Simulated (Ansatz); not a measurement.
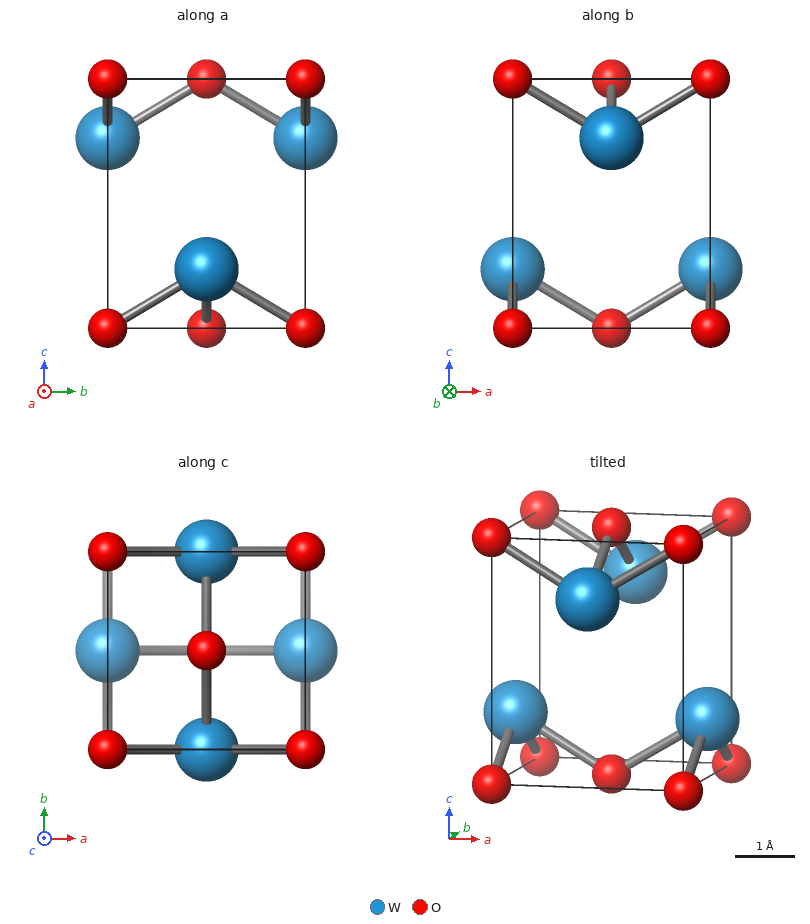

Crystal structure, ball-and-stick style, seen along the a axis, along the b axis, along the c axis and slightly off an axis. Atoms at the boundary of the conventional unit cell (the box) are drawn once for each face, edge or corner they touch.

Lattice parameters: a = 3.3541 Å, b = 3.3541 Å, c = 4.2264 Å, α = 90.000°, β = 90.000°, γ = 90.000°.

Question: Give the structure in the form of a CIF in P1 with every atom of the cell, with free fractional coordinates to two decimals.

Answer:
```cif
data_structure
_symmetry_space_group_name_H-M 'P 1'
_symmetry_Int_Tables_number 1
_cell_length_a 3.3541
_cell_length_b 3.3541
_cell_length_c 4.2264
_cell_angle_alpha 90.000
_cell_angle_beta 90.000
_cell_angle_gamma 90.000
_cell_volume 47.55
loop_
_atom_site_label
_atom_site_type_symbol
_atom_site_fract_x
_atom_site_fract_y
_atom_site_fract_z
_atom_site_occupancy
W1 W 0.00 0.50 0.24 1
W2 W 0.50 0.00 0.76 1
O1 O 0.00 0.00 0.00 1
O2 O 0.50 0.50 0.00 1
```

The structure is a generated cell, made by putting these elements into a known structure type (the compound may or may not exist in this form); no relaxation was done. It went into a calculation with Ansatz.

At this level of theory the cell isn't at rest (compressed, at 35 GPa and forces up to 8.1 eV/Å), so its distances can differ from those at equilibrium, the more so the softer the solid.
